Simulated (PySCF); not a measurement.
## Two runs on C3H7ClO2Si

System: C3H7ClO2Si.
Method of the first run: GIAO PBE0/pcSseg-1 NMR shielding, non-relativistic, gas phase (PySCF 2.14.0).

The geometry comes from this level: GFN2-xTB. Text and figures count atoms from 1; the logs count them from 0 in places.

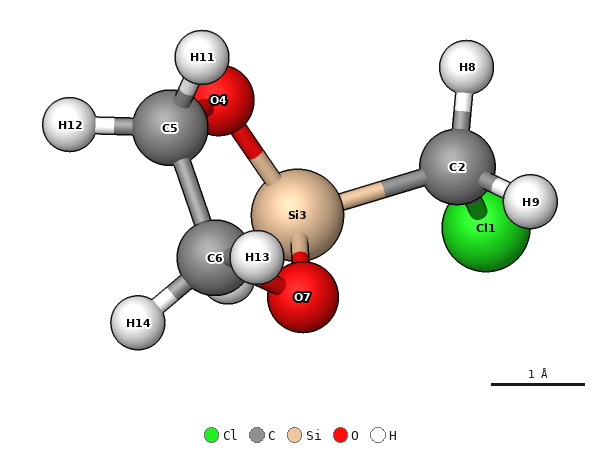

Fig. 1: The structure as given in the input (ball-and-stick view, seen at a tilt; atoms are numbered from 1 in the order of the input).

### Input, the first run
```
{"job": {"kind": "nmr", "xc": "PBE0", "basis": "pcSseg-1"}, "charge": 0, "multiplicity": 1}
Cl     3.500735    -1.259160     0.209582
C      2.293407     0.028533     0.396016
Si     0.608018    -0.611076    -0.200359
O     -0.146290     0.455322    -1.187778
C     -1.452897     0.728844    -0.769257
C     -1.713615    -0.028258     0.555776
O     -0.504167    -0.571723     0.999857
H      2.648957     0.870035    -0.192879
H      2.298327     0.305394     1.447454
H      0.691709    -1.924803    -0.825988
H     -1.549997     1.809963    -0.637317
H     -2.148980     0.401678    -1.545589
H     -2.098478     0.635789     1.332790
H     -2.427406    -0.841011     0.395526
```

The first line tells a small driver script what to run in PySCF; the rest is the geometry in Å.

Command:
```bash
OMP_NUM_THREADS=1 python <driver script> task.json out
```

Hardware: 1 CPU thread, shared host.

### Output (the first run)
```
coarse grid: 13024 points
cycle   1  E = -1017.9016496164  dE =  1.059e+00  |g| = 8.718e-01  |ddm| = 3.395e+00
cycle   2  E = -1017.7376352339  dE =  1.640e-01  |g| = 1.297e+00  |ddm| = 1.682e+00
cycle   3  E = -1018.0349984707  dE = -2.974e-01  |g| = 7.581e-02  |ddm| = 1.109e+00
cycle   4  E = -1018.0360861583  dE = -1.088e-03  |g| = 2.449e-02  |ddm| = 8.612e-02
cycle   5  E = -1018.0362112836  dE = -1.251e-04  |g| = 5.347e-03  |ddm| = 2.761e-02
cycle   6  E = -1018.0362169164  dE = -5.633e-06  |g| = 1.582e-03  |ddm| = 5.353e-03
final grid: 117320 points
cycle   7  E = -1018.0976894386  dE = -1.988e-05  |g| = 1.288e-02  |ddm| = 1.937e-02
cycle   8  E = -1018.0976577810  dE =  3.166e-05  |g| = 1.832e-02  |ddm| = 1.865e-02
cycle   9  E = -1018.0977207081  dE = -6.293e-05  |g| = 1.252e-03  |ddm| = 1.158e-02
cycle  10  E = -1018.0977209939  dE = -2.858e-07  |g| = 2.532e-04  |ddm| = 1.204e-03
cycle  11  E = -1018.0977210071  dE = -1.318e-08  |g| = 5.158e-05  |ddm| = 2.396e-04
cycle  12  E = -1018.0977210076  dE = -4.920e-10  |g| = 2.124e-05  |ddm| = 6.753e-05
converged SCF energy = -1018.0977210076

GIAO shielding tensors (ppm)
atom      isotropic    diamagn.    paramagn.     s11        s22        s33       span
  0 Cl     957.412    1144.367    -186.955    870.870    904.659   1096.706    225.836
  1 C      157.791     254.133     -96.342    139.802    149.439    184.131     44.328
  2 Si     336.509     880.624    -544.114    318.914    341.282    349.333     30.419
  3 O      294.340     397.818    -103.478    243.690    279.048    360.281    116.591
  4 C      121.761     243.727    -121.966     89.225    109.688    166.368     77.142
  5 C      121.831     243.853    -122.022     87.651    111.137    166.705     79.054
  6 O      295.400     397.515    -102.116    248.392    277.823    359.984    111.592
  7 H       28.789      30.393      -1.604     22.629     28.664     35.074     12.445
  8 H       28.779      30.591      -1.812     22.844     28.577     34.916     12.072
  9 H       26.783      29.268      -2.484     23.048     25.431     31.870      8.822
 10 H       27.447      29.089      -1.642     22.714     25.557     34.071     11.357
 11 H       27.487      28.320      -0.833     23.174     25.535     33.752     10.578
 12 H       27.390      28.674      -1.284     23.093     25.480     33.598     10.505
 13 H       27.507      28.636      -1.128     22.686     25.660     34.176     11.490
```

For the second run the input was changed thus:
```diff
-"xc": "PBE0"
+"xc": "B97-D"
+"solvent": "acetone"
+"pop": false
+"scf": {"guess": "sap"}
```

How does the second run compare with the first run?

The total energies belong to different models, so their difference says nothing on which is more stable or more accurate. The HOMO goes from −8.03 to −6.40 eV. The LUMO goes from 0.50 to −0.36 eV. The dipole moment goes from 2.93 to 3.55 D. Of all shieldings, the largest change is that of Cl1, by −16.0 ppm. The functional changes from PBE0 to B97-D. The SCF takes 18 iterations against 12.

### Output (the second run)
```
final grid: 117320 points
cycle   1  E = -931.2083364861  dE =  7.707e+01  |g| = 1.141e+01  |ddm| = 2.198e+01
cycle   2  E = -793.9041185729  dE =  1.373e+02  |g| = 1.945e+01  |ddm| = 2.477e+01
cycle   3  E = -983.5464807613  dE = -1.896e+02  |g| = 9.316e+00  |ddm| = 1.162e+01
cycle   4  E = -1010.0856017818  dE = -2.654e+01  |g| = 3.685e+00  |ddm| = 1.459e+01
cycle   5  E = -994.6474580651  dE =  1.544e+01  |g| = 8.532e+00  |ddm| = 1.444e+01
cycle   6  E = -1015.8604847985  dE = -2.121e+01  |g| = 3.194e+00  |ddm| = 5.882e+00
cycle   7  E = -1015.5576197023  dE =  3.029e-01  |g| = 2.832e+00  |ddm| = 3.540e+00
cycle   8  E = -1017.8557269936  dE = -2.298e+00  |g| = 1.547e+00  |ddm| = 4.911e+00
cycle   9  E = -1018.4796214050  dE = -6.239e-01  |g| = 3.196e-01  |ddm| = 1.521e+00
cycle  10  E = -1018.4917362730  dE = -1.211e-02  |g| = 2.894e-01  |ddm| = 5.859e-01
cycle  11  E = -1018.5075008159  dE = -1.576e-02  |g| = 9.779e-02  |ddm| = 2.604e-01
cycle  12  E = -1018.5090817339  dE = -1.581e-03  |g| = 3.838e-02  |ddm| = 1.064e-01
cycle  13  E = -1018.5093844167  dE = -3.027e-04  |g| = 7.025e-03  |ddm| = 3.680e-02
cycle  14  E = -1018.5093932555  dE = -8.839e-06  |g| = 2.610e-03  |ddm| = 7.925e-03
cycle  15  E = -1018.5093946464  dE = -1.391e-06  |g| = 7.863e-04  |ddm| = 2.791e-03
cycle  16  E = -1018.5093947918  dE = -1.455e-07  |g| = 2.413e-04  |ddm| = 8.324e-04
cycle  17  E = -1018.5093948055  dE = -1.369e-08  |g| = 2.836e-05  |ddm| = 2.330e-04
cycle  18  E = -1018.5093948057  dE = -1.405e-10  |g| = 1.545e-05  |ddm| = 3.646e-05
converged SCF energy = -1018.5093948057

GIAO shielding tensors (ppm)
atom      isotropic    diamagn.    paramagn.     s11        s22        s33       span
  0 Cl     941.424    1145.881    -204.457    845.891    882.105   1096.276    250.385
  1 C      150.268     253.979    -103.712    130.873    140.433    179.498     48.626
  2 Si     339.088     882.209    -543.121    317.447    346.464    353.353     35.906
  3 O      287.564     399.493    -111.929    239.408    275.147    348.136    108.728
  4 C      114.675     244.542    -129.868     82.528    101.170    160.326     77.797
  5 C      114.674     244.657    -129.983     80.534    102.840    160.648     80.113
  6 O      288.516     399.247    -110.731    244.355    273.438    347.757    103.401
  7 H       28.554      30.362      -1.808     22.593     28.481     34.588     11.995
  8 H       28.567      30.617      -2.050     22.828     28.420     34.452     11.624
  9 H       26.872      29.987      -3.116     23.276     25.476     31.863      8.588
 10 H       27.350      29.240      -1.891     22.742     25.511     33.796     11.054
 11 H       27.371      28.253      -0.882     23.217     25.502     33.394     10.176
 12 H       27.281      28.751      -1.470     23.129     25.456     33.258     10.129
 13 H       27.381      28.608      -1.227     22.687     25.603     33.853     11.166
```

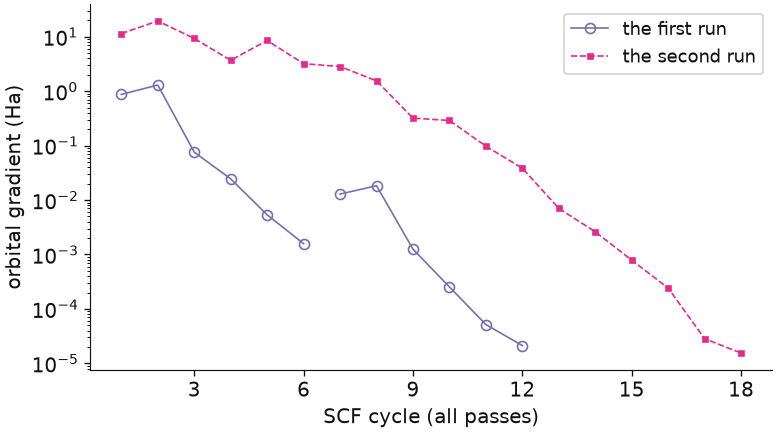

Fig. 2: Convergence of the two runs: orbital gradient against the SCF cycle. A break in a curve parts two SCF passes (coarse and final grid). The first run takes 12 cycles in all, and the second run takes 18.

### The two runs side by side

| quantity | the first run | the second run |
| --- | --- | --- |
| outcome | converged | converged |
| total energy (hartree) | −1018.097721 | −1018.509395 |
| HOMO (eV) | −8.03 | −6.40 |
| LUMO (eV) | 0.50 | −0.36 |
| dipole moment (D) | 2.93 | 3.55 |
| shielding of Cl1 (ppm) | 957.4 | 941.4 |
| shielding of C2 (ppm) | 157.8 | 150.3 |
| shielding of Si3 (ppm) | 336.5 | 339.1 |
| shielding of O4 (ppm) | 294.3 | 287.6 |
| shielding of C5 (ppm) | 121.8 | 114.7 |
| shielding of C6 (ppm) | 121.8 | 114.7 |
| shielding of O7 (ppm) | 295.4 | 288.5 |
| SCF iterations | 12 | 18 |
| basis functions | 168 | 168 |
| wall time (shared host) | 66 s | 60 s |
